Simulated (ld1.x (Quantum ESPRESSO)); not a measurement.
**A TM potential for Co, from input to tests**

Aim: build the potential from the settings below, then test how well it stands in for the atom: other configurations, scattering, ghost states and the plane-wave cutoff that it needs.

Program: ld1.x (Quantum ESPRESSO) 7.5. Reference atom: PBE, scalar-relativistic, spherical and spin-unpolarised. All values are calculated.

### 1 Starting point

The settings as typed:

| Property | Result |
| --- | --- |
| element | cobalt (Co, Z = 27) |
| type | norm-conserving Troullier–Martins (Kleinman–Bylander form) |
| frozen core | [Ar] |
| valence charge | 9 |
| reference configuration | 3d7 4s2 4p0 |
| partial waves | 4s (bound): rc 2.30 bohr; 3d (bound): rc 1.20 bohr; 4p (bound, empty): rc 0.85 bohr |
| local potential | the p channel |
| core correction | Bessel-smoothed model core, default radius (core density twice the valence density) |

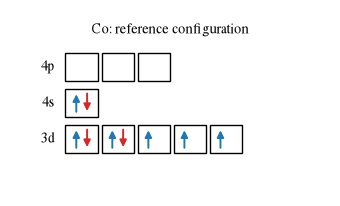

The outer shells as boxes. The arrows follow Hund's rule for the drawing; the calculation itself is spin-unpolarised.

The nodes and maxima of the atom's own shells, from an earlier all-electron run, set the scale for the radii.

All-electron outer shells of the reference configuration (PBE, scalar-relativistic, ld1.x):

```tsv
shell	level (eV)	outermost node (bohr)	outermost maximum (bohr)
3s	-102.40	0.31	0.66
3p	-65.64	0.28	0.68
3d	-8.20	–	0.66
4s	-5.47	0.96	2.32
4p	-1.28	1.05	3.25
```

### 2 Generation

Co.in

```
 &input
   title='Co', zed=27., rel=1, dft='PBE', iswitch=3,
   config='[Ar] 3d7 4s2 4p0',
   nld=3, rlderiv=2.50, eminld=-3.0, emaxld=5.0, deld=0.02
 /
 &inputp
   pseudotype=2, tm=.true., lloc=1,
   nlcc=.true., new_core_ps=.true.,
   file_pseudopw='Co.UPF', file_wfcaegen='ae.wfc', file_wfcncgen='nc.wfc', file_beta='beta', file_chi='chi'
 /
3
4S  1  0   2.00   0.00  2.30  2.30  0.0
3D  3  2   7.00   0.00  1.20  1.20  0.0
4P  2  1   0.00   0.00  0.85  0.85  0.0
 &test
   configts(1)='3d7 4s2 4p0'
 /
```

Launch:

```
ld1.x < Co.in > Co.out
```

The output, Co.out (without the banner and most projector matrices):

```text
     Program LD1 v.7.5
     --------------------------- All-electron run ----------------------------

     Co
     scalar relativistic calculation

     atomic number is 27.00
     dft =PBE   lsd =0 sic =0 latt =0  beta=0.20 tr2=1.0E-14
     Exchange-correlation= PBE
                           (   1   4   3   4   0   0   0)
     mesh =1193 r(mesh) =  99.89935 a.u. xmin = -7.00 dx = 0.01250
     1 Ry =  13.60569312 eV, c = 137.03599908

     n l     nl                  e(Ry)          e(Ha)          e(eV)
     1 0     1S 1( 2.00)      -558.0826      -279.0413     -7593.1006
     2 0     2S 1( 2.00)       -66.0755       -33.0378      -899.0036
     2 1     2P 1( 6.00)       -56.5897       -28.2948      -769.9416
     3 0     3S 1( 2.00)        -7.5266        -3.7633      -102.4044
     3 1     3P 1( 6.00)        -4.8242        -2.4121       -65.6364
     3 2     3D 1( 7.00)        -0.6030        -0.3015        -8.2040
     4 0     4S 1( 2.00)        -0.4020        -0.2010        -5.4697
     4 1     4P 1( 0.00)        -0.0938        -0.0469        -1.2766

     final scf error:  8.6E-15 reached in  32 iterations

     Etot =   -2786.294851 Ry,   -1393.147426 Ha,  -37909.472698 eV

     Ekin =    2822.267919 Ry,    1411.133959 Ha,   38398.911213 eV
     Encl =   -6674.713191 Ry,   -3337.356595 Ha,  -90814.099355 eV
     Eh   =    1184.776043 Ry,     592.388022 Ha,   16119.699266 eV
     Exc  =    -118.625623 Ry,     -59.312811 Ha,   -1613.983821 eV

     normalization and overlap integrals

     s(1S/1S) =  1.000000  <r> =   0.0562  <r2> =    0.0042  r(max) =   0.0366
     s(2S/2S) =  1.000000  <r> =   0.2555  <r2> =    0.0770  r(max) =   0.2131
     s(2P/2P) =  1.000000  <r> =   0.2250  <r2> =    0.0622  r(max) =   0.1723
     s(3S/3S) =  1.000000  <r> =   0.7736  <r2> =    0.6913  r(max) =   0.6648
     s(3P/3P) =  1.000000  <r> =   0.8160  <r2> =    0.7864  r(max) =   0.6816
     s(3D/3D) =  1.000000  <r> =   1.0711  <r2> =    1.5569  r(max) =   0.6648
     s(4S/4S) =  1.000000  <r> =   2.8937  <r2> =    9.7888  r(max) =   2.3202
     s(4P/4P) =  1.000000  <r> =   4.4224  <r2> =   23.7598  r(max) =   3.2517

     ------------------------ End of All-electron run ------------------------

     --------------------- Generating NC pseudopotential ---------------------

      Generating local pot.: lloc=1, matching radius rcloc =   0.8500

      Computing core charge for nlcc:

       r > 0.44 : true rho core
      Core charge pseudized with two Bessel functions
      Integrated core pseudo-charge :  11.61

      Wfc   4S  rcut= 2.291  Using Troullier-Martins method

      Wfc   3D  rcut= 1.196  Using Troullier-Martins method

     ------------------- End of pseudopotential generation -------------------

     [... the all-electron block is printed once more ...]


     Computing logarithmic derivative in   2.48540

       Warning: n=2, l=1 expected 0 nodes, found 1
       Setting wfc to zero for this iteration
       (This warning will only be printed once per wavefunction)

     Computing logarithmic derivative in   2.48540
     Computing the partial wave expansion
     R is outside the sphere for l=    0 j= 0.00
       no projector for channel:   1
     R is outside the sphere for l=    2 j= 0.00

     ---------------------- Testing the pseudopotential ----------------------

     Co
     scalar relativistic calculation

     atomic number is 27.00   valence charge is  9.00
     dft =PBE   lsd =0 sic =0 latt =0  beta=0.20 tr2=1.0E-14
     mesh =1193 r(mesh) =  99.89935 xmin = -7.00 dx = 0.01250

     n l     nl             e AE (Ry)        e PS (Ry)    De AE-PS (Ry)
     3 2     3D   1( 7.00)       -0.60298       -0.60299        0.00001
     1 0     4S   1( 2.00)       -0.40202       -0.40202        0.00000
     2 1     4P   1( 0.00)       -0.09383       -0.09383        0.00000

     eps = 8.7E-15  iter =  6

     Etot =   -2786.294851 Ry,   -1393.147426 Ha,  -37909.472698 eV
     Etotps =   -87.408771 Ry,     -43.704386 Ha,   -1189.256915 eV

     Ekin =      95.807465 Ry,      47.903733 Ha,    1303.526968 eV
     Encl =    -168.752032 Ry,     -84.376016 Ha,   -2295.988363 eV
     Ehrt =      54.802798 Ry,      27.401399 Ha,     745.630048 eV
     Ecxc =     -44.721433 Ry,     -22.360716 Ha,    -608.466092 eV
     (Ecc =     -29.019679 Ry,     -14.509839 Ha,    -394.832842 eV)
     Epseu=     -24.545569 Ry,     -12.272784 Ha,    -333.959476 eV

     ---------------------- End of pseudopotential test ----------------------
```

Run time: 1.1 s. Hardware: 1 thread of Neoverse-V2, shared host. This counts the later configuration tests of the new file too.

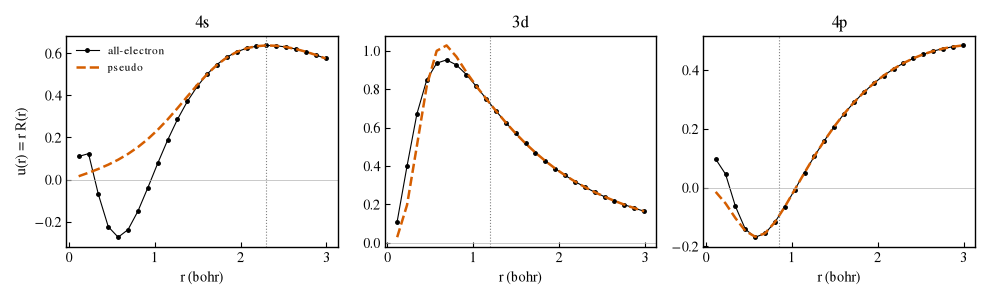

All-electron and pseudo partial waves (4s, 3d, 4p), with the matching radii dotted. The curves join 26 sampled radii, too few to resolve the innermost nodes.

### 3 Testing the new file in other configurations

Co.test.in

```
 &input
   title='Co', zed=27., rel=1, dft='PBE', iswitch=2,
   config='[Ar] 3d7 4s2 4p0'
 /
 &test
   file_pseudo='Co.UPF', nconf=8,
   configts(1)='3d7 4s2 4p0',
   configts(2)='3d7 4s1 4p0',
   configts(3)='3d7 4s0 4p0',
   configts(4)='3d6 4s0 4p0',
   configts(5)='3d7 4s0 4p1',
   configts(6)='3d6 4s2 4p0',
   configts(7)='3d7 4s1 4p1',
   configts(8)='3d7 4s1.5 4p0'
 /
```

Launch:

```
ld1.x < Co.test.in > Co.test.out
```

Co.test.out, the pseudopotential blocks, each with the warnings that came before it:

```text
     Warning: n=2, l=1 expected 0 nodes, found 1
     ---------------------- Testing the pseudopotential ----------------------

     Co
     scalar relativistic calculation

     atomic number is 27.00   valence charge is  9.00
     dft =PBE   lsd =0 sic =0 latt =0  beta=0.20 tr2=1.0E-14
     mesh =1193 r(mesh) =  99.89935 xmin = -7.00 dx = 0.01250

     n l     nl             e AE (Ry)        e PS (Ry)    De AE-PS (Ry)
     3 2     3D   1( 7.00)       -0.60298       -0.60299        0.00001
     1 0     4S   1( 2.00)       -0.40202       -0.40202        0.00000
     2 1     4P   1( 0.00)       -0.09383       -0.09383        0.00000

     eps = 7.9E-16  iter =  6

     Etot =   -2786.294851 Ry,   -1393.147426 Ha,  -37909.472698 eV
     Etotps =   -87.408771 Ry,     -43.704385 Ha,   -1189.256911 eV

     Ekin =      95.807466 Ry,      47.903733 Ha,    1303.526975 eV
     Encl =    -168.752033 Ry,     -84.376016 Ha,   -2295.988371 eV
     Ehrt =      54.802798 Ry,      27.401399 Ha,     745.630052 eV
     Ecxc =     -44.721433 Ry,     -22.360716 Ha,    -608.466093 eV
     (Ecc =     -29.019679 Ry,     -14.509839 Ha,    -394.832842 eV)
     Epseu=     -24.545569 Ry,     -12.272784 Ha,    -333.959475 eV

     ---------------------- End of pseudopotential test ----------------------

     ---------------------- Testing the pseudopotential ----------------------

     Co
     [...]
     n l     nl             e AE (Ry)        e PS (Ry)    De AE-PS (Ry)
     3 2     3D   1( 7.00)       -1.24646       -1.24247       -0.00399
     1 0     4S   1( 1.00)       -0.93803       -0.93940        0.00137
     2 1     4P   1( 0.00)       -0.54886       -0.54886        0.00000

     eps = 7.3E-15  iter =  7

     Etot =   -2785.631149 Ry,   -1392.815574 Ha,  -37900.442564 eV
     Etotps =   -86.744462 Ry,     -43.372231 Ha,   -1180.218536 eV
     dEtot_ae =       0.663703 Ry
     dEtot_ps =       0.664308 Ry,   Delta E=      -0.000606 Ry

     [...]
     ---------------------- End of pseudopotential test ----------------------

     ---------------------- Testing the pseudopotential ----------------------

     Co
     [...]
     n l     nl             e AE (Ry)        e PS (Ry)    De AE-PS (Ry)
     3 2     3D   1( 7.00)       -1.98916       -1.98094       -0.00822  !
     1 0     4S   1( 0.00)       -1.53869       -1.54376        0.00507  !
     2 1     4P   1( 0.00)       -1.07841       -1.07841        0.00000

     eps = 2.9E-16  iter =  7

     Etot =   -2784.397424 Ry,   -1392.198712 Ha,  -37883.656885 eV
     Etotps =   -85.507676 Ry,     -42.753838 Ha,   -1163.391202 eV
     dEtot_ae =       1.897427 Ry
     dEtot_ps =       1.901095 Ry,   Delta E=      -0.003667 Ry

     [...]
     ---------------------- End of pseudopotential test ----------------------

     ---------------------- Testing the pseudopotential ----------------------

     Co
     [...]
     n l     nl             e AE (Ry)        e PS (Ry)    De AE-PS (Ry)
     3 2     3D   1( 6.00)       -3.31966       -3.34846        0.02880  !
     1 0     4S   1( 0.00)       -2.38146       -2.38454        0.00308
     2 1     4P   1( 0.00)       -1.82341       -1.82341        0.00000

     eps = 4.6E-15  iter =  7

     Etot =   -2781.761040 Ry,   -1390.880520 Ha,  -37847.787048 eV
     Etotps =   -82.864140 Ry,     -41.432070 Ha,   -1127.424062 eV
     dEtot_ae =       4.533812 Ry
     dEtot_ps =       4.544631 Ry,   Delta E=      -0.010819 Ry

     [...]
     ---------------------- End of pseudopotential test ----------------------

     BEWARE! Errors in PS-KS equations
     Warning: n=1, l=0 expected 0 nodes, found 1
     ---------------------- Testing the pseudopotential ----------------------

     Co
     [...]
     n l     nl             e AE (Ry)        e PS (Ry)    De AE-PS (Ry)
     3 2     3D   1( 7.00)       -1.35700       -1.98094        0.62394  !
     1 0     4S   1( 0.00)       -1.00643       -1.30836        0.30193  !
     2 1     4P   1( 1.00)       -0.60637       -0.60637        0.00000

     eps = 6.0E-15  iter = 17

     Etot =   -2785.236570 Ry,   -1392.618285 Ha,  -37895.074046 eV
     Etotps =   -86.114052 Ry,     -43.057026 Ha,   -1171.641359 eV
     dEtot_ae =       1.058281 Ry
     dEtot_ps =       1.294719 Ry,   Delta E=      -0.236438 Ry

     [...]
     ---------------------- End of pseudopotential test ----------------------

     ---------------------- Testing the pseudopotential ----------------------

     Co
     [...]
     n l     nl             e AE (Ry)        e PS (Ry)    De AE-PS (Ry)
     3 2     3D   1( 6.00)       -1.67487       -1.70903        0.03415  !
     1 0     4S   1( 2.00)       -1.06776       -1.06362       -0.00413
     2 1     4P   1( 0.00)       -0.63474       -0.63474        0.00000

     eps = 1.6E-15  iter =  9

     Etot =   -2785.179005 Ry,   -1392.589502 Ha,  -37894.290832 eV
     Etotps =   -86.278672 Ry,     -43.139336 Ha,   -1173.881132 eV
     dEtot_ae =       1.115847 Ry
     dEtot_ps =       1.130099 Ry,   Delta E=      -0.014252 Ry

     [...]
     ---------------------- End of pseudopotential test ----------------------

     BEWARE! Errors in PS-KS equations
     ---------------------- Testing the pseudopotential ----------------------

     Co
     [...]
     n l     nl             e AE (Ry)        e PS (Ry)    De AE-PS (Ry)
     3 2     3D   1( 7.00)       -0.73593       -1.24247        0.50654  !
     1 0     4S   1( 1.00)       -0.48673       -0.93940        0.45266  !
     2 1     4P   1( 1.00)       -0.15575       -0.15575        0.00000

     eps = 3.4E-15  iter = 28

     Etot =   -2785.975082 Ry,   -1392.987541 Ha,  -37905.122020 eV
     Etotps =   -86.900213 Ry,     -43.450106 Ha,   -1182.337625 eV
     dEtot_ae =       0.319769 Ry
     dEtot_ps =       0.508558 Ry,   Delta E=      -0.188789 Ry

     [...]
     ---------------------- End of pseudopotential test ----------------------

     ---------------------- Testing the pseudopotential ----------------------

     Co
     [...]
     n l     nl             e AE (Ry)        e PS (Ry)    De AE-PS (Ry)
     3 2     3D   1( 7.00)       -0.91071       -0.90885       -0.00186
     1 0     4S   1( 1.50)       -0.66067       -0.66113        0.00047
     2 1     4P   1( 0.00)       -0.30907       -0.30907        0.00000

     eps = 2.8E-15  iter =  7

     Etot =   -2786.030079 Ry,   -1393.015039 Ha,  -37905.870282 eV
     Etotps =   -87.143870 Ry,     -43.571935 Ha,   -1185.652757 eV
     dEtot_ae =       0.264773 Ry
     dEtot_ps =       0.264900 Ry,   Delta E=      -0.000128 Ry

     [...]
     ---------------------- End of pseudopotential test ----------------------
```

2 tests gave no usable result (3d7 4s0 4p1; 3d7 4s1 4p1).

The tests as a table, with energies relative to 3d7 4s2 4p0.

| valence configuration | charge | ΔE all-electron (eV) | error AE − PS (meV) |
| --- | --- | --- | --- |
| 3d7 4s1 4p0 | +1 | 9.030 | -8.2 |
| 3d7 4s0 4p0 | +2 | 25.816 | -50 |
| 3d6 4s0 4p0 | +3 | 61.686 | -147 |
| 3d6 4s2 4p0 | +1 | 15.182 | -194 |
| 3d7 4s1.5 4p0 | +0.5 | 3.602 | -1.7 |

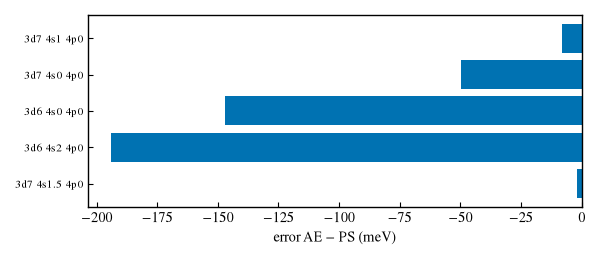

Error of the potential in each test configuration.

### 4 Does it scatter like the atom?

Taken from the files of the generation run. The phase is arctan(r·u′/u) with u = r·R, unwrapped, with energies in Ry. A pole is an energy at which the radial function vanishes at the test radius. The pseudo phase is shifted by a multiple of π to meet the all-electron one at the reference energy. Levels narrower than the energy grid can be missing from the poles. The last column is the largest difference on the grid between −1 and +1 Ry.

| channel | radius (bohr) | reference (Ry) | poles AE | poles PS | energies with phases within 0.05 rad (Ry) | largest difference near zero (rad) |
| --- | --- | --- | --- | --- | --- | --- |
| s | 2.48 | -0.40 | 1.69 | 1.62 | below 3.4 | 0.004 |
| p | 2.48 | -0.09 | 2.77 | 2.76 | the whole range | 0.000 |
| d | 2.48 | -0.60 | -0.47, 4.61 | -0.47, 4.68 | the whole range | 0.002 |

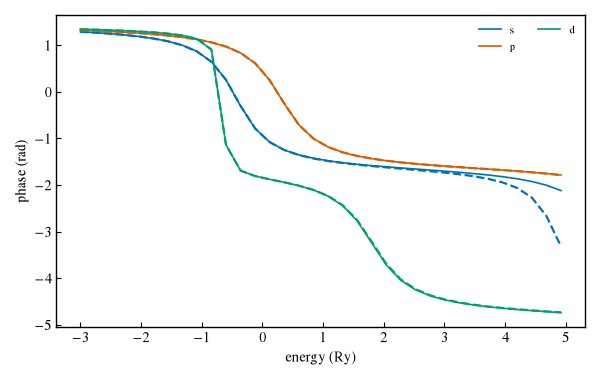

Phases by channel: all-electron solid, pseudo dashed.

### 5 Cutoff and ghost test in a Bessel basis

A separate test, outside the generator: the pseudo-atom's Hamiltonian at the reference potential is diagonalised in spherical Bessel functions j_l(qr) that vanish at 20 bohr, with q² up to the cutoff.

All-electron valence levels (Ry): 4s -0.4020, 3d -0.6030, 4p -0.0938. The lowest levels of each channel (Ry) by cutoff; the last column sums, over occupied levels, occupation times the distance from the level at 400 Ry. A positive value is a state of the box, at any cutoff.

| cutoff (Ry) | s #1 | s #2 | d #1 | p #1 | p #2 | f #1 | Σ f·Δε (mRy) |
| --- | --- | --- | --- | --- | --- | --- | --- |
| 8 | -0.4002 | -0.0105 | 0.0597 | -1.5237 | -0.0107 | 0.1121 | 4642.1 |
| 18 | -4.4695 | -0.4009 | 0.0589 | -3.3619 | -0.0517 | 0.1121 | 4635.5 |
| 35 | -6.0948 | -0.4019 | 0.0571 | -4.6265 | -0.0855 | 0.1121 | 4620.9 |
| 55 | -6.2071 | -0.4020 | 0.0110 | -4.8289 | -0.0930 | 0.1121 | 4297.7 |
| 80 | -6.2099 | -0.4020 | -0.3091 | -4.8384 | -0.0936 | 0.1121 | 2057.1 |
| 120 | -6.2192 | -0.4020 | -0.5798 | -4.8472 | -0.0937 | 0.1121 | 162.1 |
| 160 | -6.2196 | -0.4020 | -0.6025 | -4.8494 | -0.0938 | 0.1121 | 3.8 |
| 200 | -6.2200 | -0.4020 | -0.6028 | -4.8495 | -0.0938 | 0.1121 | 1.6 |
| 260 | -6.2203 | -0.4020 | -0.6029 | -4.8501 | -0.0938 | 0.1121 | 0.8 |
| 350 | -6.2203 | -0.4020 | -0.6030 | -4.8501 | -0.0938 | 0.1121 | 0.1 |
| 400 | -6.2203 | -0.4020 | -0.6030 | -4.8501 | -0.0938 | 0.1121 | 0.0 |

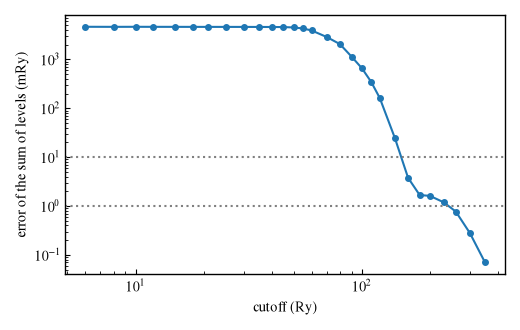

Occupation-weighted error of the valence levels against the cutoff; the dotted lines mark 10 and 1 mRy.

The sum stays within 10 mRy from 160 Ry and within 1 mRy from 260 Ry. The sum leaves out empty levels, which can need more. Ghost test: ghost states, bound below the all-electron valence or empty levels of the same l: s at -84.6 eV, p at -66.0 eV.

### 6 What came out

| quantity | value |
| --- | --- |
| cutoffs for 10 and 1 mRy, occupied levels | 160 Ry and 260 Ry |
| bound ghosts | s at -84.63 eV, p at -65.99 eV |
| largest test error (AE − PS) | -194 meV, for 3d6 4s2 4p0 (2 tests unsolved) |
| largest phase difference near zero energy, channels read | 0.004 rad |

In words: A bound ghost (s, p) makes it unfit for use: electrons would fall into a state below the valence levels of that channel. Close by lies the frozen 3p level (-65.6 eV), so the scattering curves can still match there. The worst test, 3d6 4s2 4p0, is off by 194 meV on 15.2 eV; by total energies transferability rates as poor. Of the tests 2 gave no usable result, which is a warning in itself. By its cutoff, 160 Ry for the looser tolerance, it is very hard. The slowest level is 3d: taken alone it needs 160 Ry to come within 1 mRy, against 21 Ry for 4s. Near zero energy the phases of the channels with partial waves agree within 0.004 rad. All of this concerns the isolated atom, not yet a solid.
